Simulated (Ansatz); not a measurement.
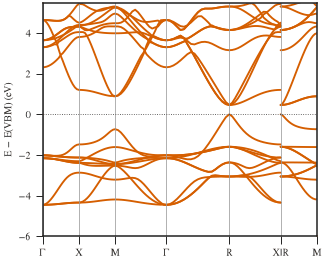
Figure. Band structure from PBE (plane waves, PAW; program Ansatz)

Problem. Read off the gap and where the band edges lie.

Solution. About 0.5 eV (0.46 eV by a search for the band edges); maximum at R, minimum at R.

The material is CsSnI₃ (cubic perovskite, Pm-3m).

This is a known high-temperature phase of the composition, computed here at zero pressure and temperature. The PBE relaxation kept the symmetry of its start; of distortions, only those at the zone centre were tested. Spin–orbit coupling is left out wherever it is not named.

Potentials: the later of the program's two PAW sets.
